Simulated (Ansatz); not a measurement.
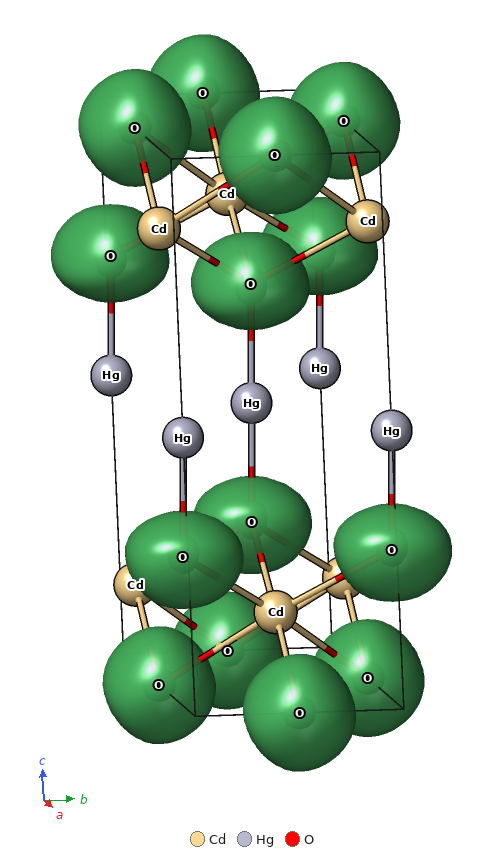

Figure. Cd2HgO3. Isosurface of the ELF at 0.6 (green), seen slightly off an axis. Only the valence region is drawn (cores and ρ < 0.01 e/Å³ removed). Sticks mark near contacts.

Space group C2/m; a structure generated by program, which may or may not match a known phase; changed on purpose from its base cell (volume × 1.03, shape and atoms relaxed); computed pressure about −2 GPa in this cell.

Method: Ansatz, DFT PBE, scalar-relativistic, plane waves, PAW.

```xyz
12
Lattice="6.1153 0.0000 0.0394 0.0000 3.5290 0.0000 -2.1325 0.0000 9.0173" Properties=species:S:1:pos:R:3 pbc="T T T"
Cd    1.0100    0.0000    1.3518
Cd    4.0676    1.7645    1.3715
Cd   -0.0848    1.7645    7.6851
Cd    2.9729    0.0000    7.7048
Hg   -1.0662    0.0000    4.5086
Hg    1.9914    1.7645    4.5283
O     2.0223    1.7645    2.5246
O     5.0799    0.0000    2.5443
O     0.0000    1.7645    0.0000
O     3.0577    0.0000    0.0197
O    -1.0971    0.0000    6.5123
O     1.9606    1.7645    6.5320
```

Q: Describe the localisation domains.

A: The ELF exceeds this value in six regions wrapped around O (the valence shell of each), counted in one cell of 12 atoms. Any copies at cell faces, edges or corners count once. Profiles from the grid: Hg–O (2.00 Å): the ELF peaks at about 0.75 in the valence shell of O, 0.6 Å from its nucleus, and is about 0.25 at the midpoint (no shared electron pair shows on this line). Cd–O (2.35 Å): the ELF peaks at about 0.85 in the valence shell of O, 0.6 Å from its nucleus, and drops to about 0.10 between the two atoms; no shared electron pair shows on this line.
